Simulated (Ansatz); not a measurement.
Band structure of InPd (Pm-3m, 2 atoms in the cell).

```
InPd
1.0
    3.29806     0.00000     0.00000
    0.00000     3.29806     0.00000
    0.00000     0.00000     3.29806
In Pd
1 1
Direct
  0.00000   0.00000   0.00000
  0.50000   0.50000   0.50000
```

Method of the run: PBE (plane waves, PAW; Ansatz, a program for electronic structure).

Settings: basis.ecutwfc = 420 eV; kpoints.mp_grid.grid = 13 13 13; hamiltonian.xc = pbe; hamiltonian.pseudopotentials = {kind: paw} (the program's default PAW files); scf.occupations.method = gaussian; scf.occupations.width = 0.2 eV; kpoints.band_path.npoints = 8.

The starting cell comes from a database of computed structures (which also holds hypothetical and non-ambient phases and stackings), without a prior relaxation at this level. Its lattice was rescaled by a random factor within 2.5 % of one. Spin polarisation is off.

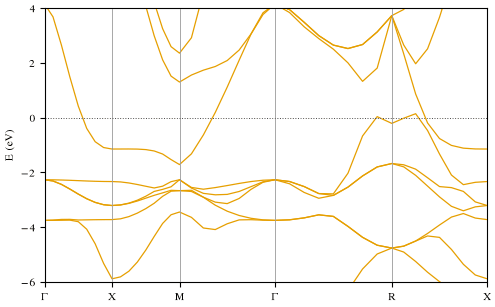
*Bands along the path, energies from the Fermi level.*

Levels in eV from the Fermi level, bands 12 to 19:
| point | 12 | 13 | 14 | 15 | 16 | 17 | 18 | 19 |
|---|---|---|---|---|---|---|---|---|
| Γ | -3.75 | -2.27 | -2.27 | -2.27 | 4.14 | 4.14 | 4.14 | 9.06 |
| X | -3.72 | -3.21 | -3.21 | -2.33 | -1.15 | 9.32 | 9.32 | 9.76 |
| M | -2.67 | -2.67 | -2.27 | -2.27 | -1.71 | 1.30 | 2.35 | 9.26 |
| R | -4.76 | -1.67 | -1.67 | -0.21 | 3.72 | 3.72 | 3.72 | 4.26 |

Bands cross the Fermi level along this path, so the cell is metallic at this level.

Keys are those of Ansatz 0.2.
